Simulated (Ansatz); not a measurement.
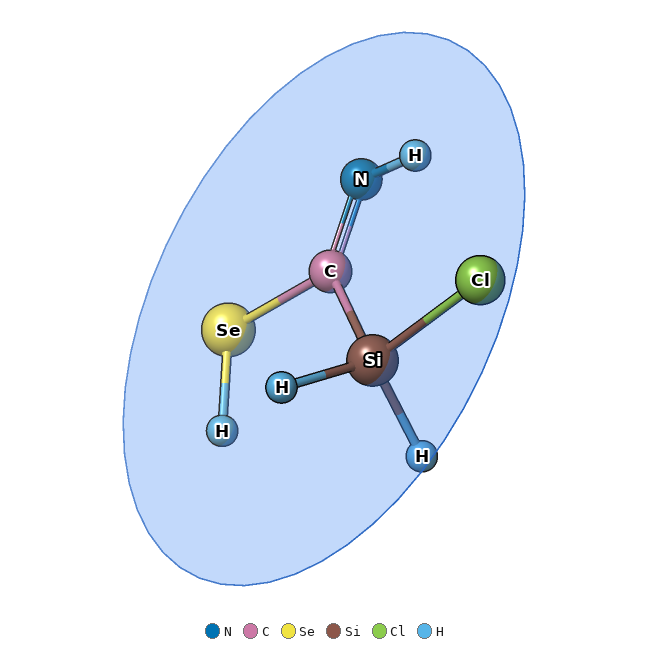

All proper rotation axes (lines) and mirror planes (discs) of the structure are drawn in. Distant atoms are faded towards the background colour. Computed geometry: PBE0-D4/def2-TZVP optimisation. No frequency run is at hand to confirm it as a minimum.

### Name the symmetry elements and the point group.

It has 1 mirror plane. Point group Cs. The group has 2 operations. The geometry is achiral, and symmetry allows a dipole moment.
